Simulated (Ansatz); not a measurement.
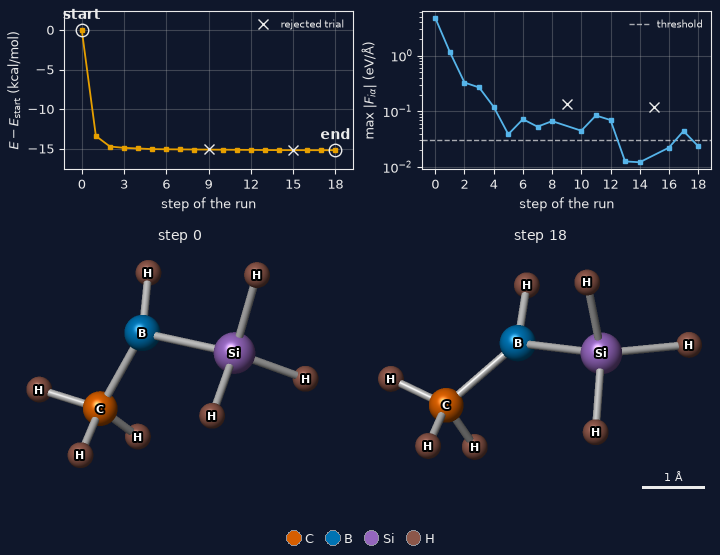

First and last geometry of a relaxation of CH7BSi (coarse preliminary run), with the history of the run. A ball-and-stick model, seen from a free direction.

The start comes from a force field.

Method: RKS PBE-D4/def2-SVP (Ansatz 0.2.0).

The input:
```yaml
crystal:
  periodic: [false, false, false]
  atoms:
    - {symbol: C, position_ang: [-1.121600, 0.754900, -0.541000]}
    - {symbol: B, position_ang: [0.344400, 0.337600, -0.596200]}
    - {symbol: Si, position_ang: [0.974500, -0.795100, 0.819300]}
    - {symbol: H, position_ang: [-1.753000, -0.059000, -0.764500]}
    - {symbol: H, position_ang: [-1.339000, 1.574800, -1.338500]}
    - {symbol: H, position_ang: [-1.409800, 1.229000, 0.447500]}
    - {symbol: H, position_ang: [0.827000, 0.119900, -1.659800]}
    - {symbol: H, position_ang: [0.478100, -2.127500, 0.676400]}
    - {symbol: H, position_ang: [0.606100, -0.218200, 2.172500]}
    - {symbol: H, position_ang: [2.476400, -0.867700, 0.787300]}
basis:
  gaussian: {orbitals: def2-SVP}
hamiltonian: {xc: pbe, dispersion: d4}
relax: {f_tol: 0.03, max_steps: 200}
```

### Read the history and describe the run.

It converged. After 16 accepted moves (18 points after the start) the energy has fallen by 15.2 kcal/mol. The largest force component goes from 4.8 to 0.024 eV/Å. The line search rejected the trial steps at points 9, 15 of the run. The forces were under the threshold at step 13, but the run went on from there. The atom that moves furthest after the best rigid fit is H8 (0.73 Å). Largest moves by element: H 0.73 Å, B 0.41 Å, C 0.24 Å, Si 0.12 Å. Some distances before and after: B2–Si3 1.919 → 2.027 Å, Si3–H8 1.429 → 1.511 Å, C1–H4 1.054 → 1.124 Å, C1–H5 1.164 → 1.109 Å. Among the angles between lasting bonds that change: B2–C1–H4 110.9° → 101.3°, C1–B2–Si3 116.8° → 124.7°, H5–C1–H6 104.8° → 110.9°.
